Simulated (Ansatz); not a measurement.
# EuCo (element-swapped structure): how the settings move a single-point run

Question: which choices in the input matter for EuCo (element-swapped structure)?

Method: reference: DFT PBE, plane waves, PAW, scalar-relativistic, collinear spin, in Ansatz 0.2.0.

1 further run of the same task is left out (set aside as unsound or not needed).

## Step 1: Starting point

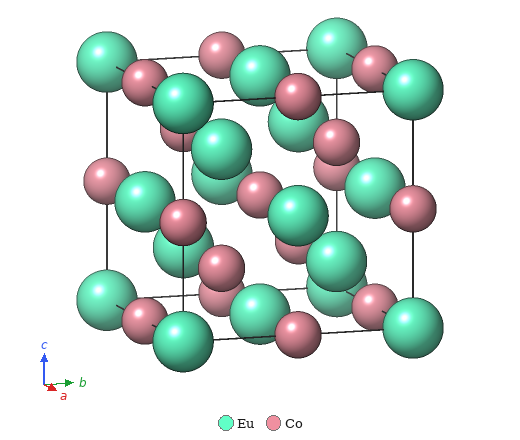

The starting structure, seen slightly off an axis (europium green, cobalt pink). Atoms on the faces are drawn again on the opposite ones. The cell drawn here is the conventional one.

Structure file:

```
CELL_PARAMETERS angstrom
0.00000 3.72225 3.72225
3.72225 0.00000 3.72225
3.72225 3.72225 0.00000
ATOMIC_POSITIONS crystal
Eu 0.00000 0.00000 0.00000
Eu 0.25000 0.25000 0.25000
Co 0.50000 0.50000 0.50000
Co 0.75000 0.75000 0.75000
```

## Step 2: The reference run

input.yaml reads:

```yaml
crystal:
  lattice:
    - [0.0, 3.72224865, 3.72224865]
    - [3.72224865, 0.0, 3.72224865]
    - [3.72224865, 3.72224865, 0.0]
  atoms:
    - { symbol: Eu, position: [0.0, 0.0, 0.0], spin: 7.0 }
    - { symbol: Eu, position: [0.25, 0.25, 0.25], spin: 7.0 }
    - { symbol: Co, position: [0.5, 0.5, 0.5], spin: -1.8 }
    - { symbol: Co, position: [0.75, 0.75, 0.75], spin: -1.8 }
kpoints:
  mp_grid: { grid: [4, 4, 4], shift: [0, 0, 0] }
magnetization:
  spin_polarized: true
scf:
  occupations: { method: fermi_dirac }
hamiltonian:
  pseudopotentials: { kind: paw }
  xc: pbe
basis:
  ecutwfc: 420
output:
  forces: true
  stress: true
  eigenvalues: true
```

Launch:

```console
ansatz run input.yaml --threads 1 --pin off --max-ram 2560MiB --backend cpu --events-out ev --progress --plain --runs-dir out
```

## Step 3: Changing settings: xc r2scan

input.yaml, as its differences from that of step 2:

```diff
@@ -18,3 +18,3 @@
   pseudopotentials: { kind: paw }
-  xc: pbe
+  xc: r2scan
 basis:
```

## Step 4: Changing settings: hubbard.sites [{species: Eu, l: f, u_eff: 4.0}], hubbard.double_counting fll

input.yaml, as its differences from that of step 2:

```diff
@@ -19,2 +19,3 @@
   xc: pbe
+  hubbard: { sites: [{ species: Eu, l: f, u_eff: 4.0 }], double_counting: fll }
 basis:
```

## Step 5: Variant: xc pbesol

input.yaml, as its differences from that of step 2:

```diff
@@ -18,3 +18,3 @@
   pseudopotentials: { kind: paw }
-  xc: pbe
+  xc: pbesol
 basis:
```

**Question.** What will these runs give? Wanted: for each run, ending; energy change; pressure; abs. moment; force.

The runs gave:

```csv
run,ending,energy change,pressure (GPa),abs. moment (μB),force (eV/Å),cycles,time
reference,converged,0,-8.1,18.88,0.00,15,11 s
1: xc r2scan,converged,not comparable,-6.5,19.73,0.00,19,61 s
"2: hubbard.sites [{species: Eu, l: f, u_eff: 4.0}], hubbard.double_counting fll",converged,+153.4 meV/atom (U changed: no physical gain or loss),-6.3,19.21,0.00,24,27 s
3: xc pbesol,converged,not comparable,-11.1,18.77,0.00,15,9.9 s
```

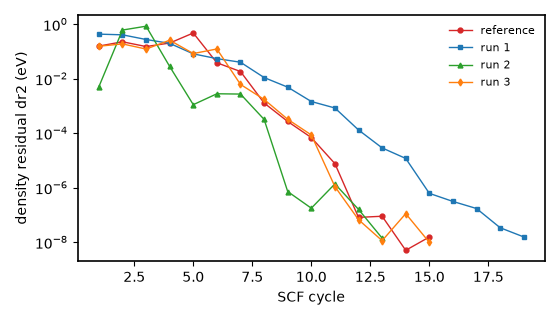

Residual by cycle in the longest SCF loop of each run; runs are numbered as in the table.

**Reading.** Run 1 ran under the cutoff that the potentials recommend, as the log warns, so basis error is mixed into its values. A changed U is a change of model: its shifts are not errors of convergence. Of the variants the dearest is «xc r2scan» (61 s), the cheapest «xc pbesol» (9.9 s), on a shared host.

The reference is no final answer either: its f shells have neither a U nor exact exchange and are poorly placed; its magnetic state comes from one start and may not be the lowest; the structure is made up and not relaxed.
